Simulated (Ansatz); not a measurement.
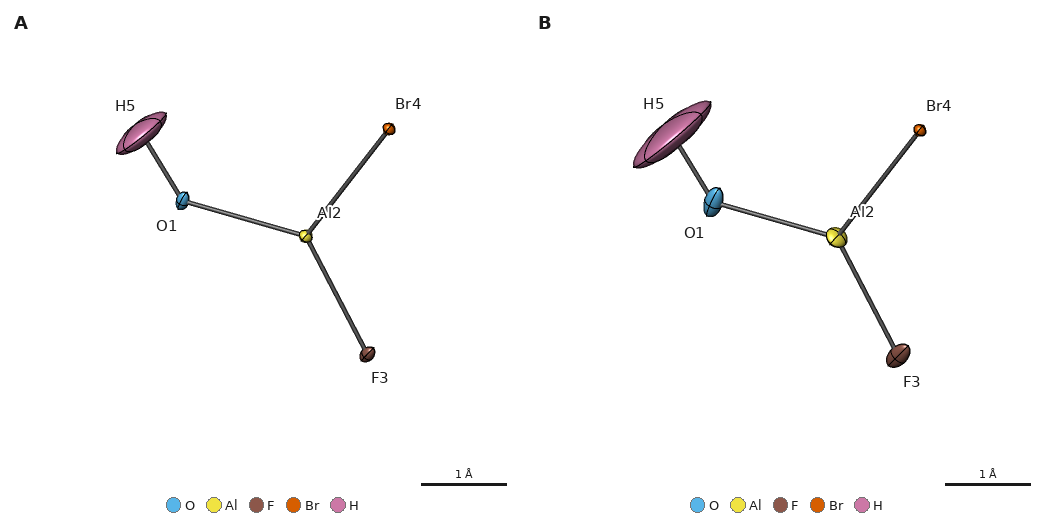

Displacement ellipsoids at the 50 % level, from the internal vibrations of the free molecule (harmonic, no overall translation or rotation; no half-axis is drawn under 0.075 Å). Vibrations computed with RKS PBE0-D4/def2-TZVP (Ansatz 0.2.0). One panel is for 298 K, the other for 900 K.

### Which panel is for 900 K?

B.

### How much does the mean-square displacement of F3 grow, and why?

U_eq goes from 0.0035 to 0.0096 Å², a factor of 2.8. Modes below kT (626 cm⁻¹ at 900 K) grow about in proportion to T, and the lowest lies at 160 cm⁻¹; the mean-square amplitude of a mode is its zero-point value times coth(ħω/2kT), which comes close to 1 only above about 3kT.
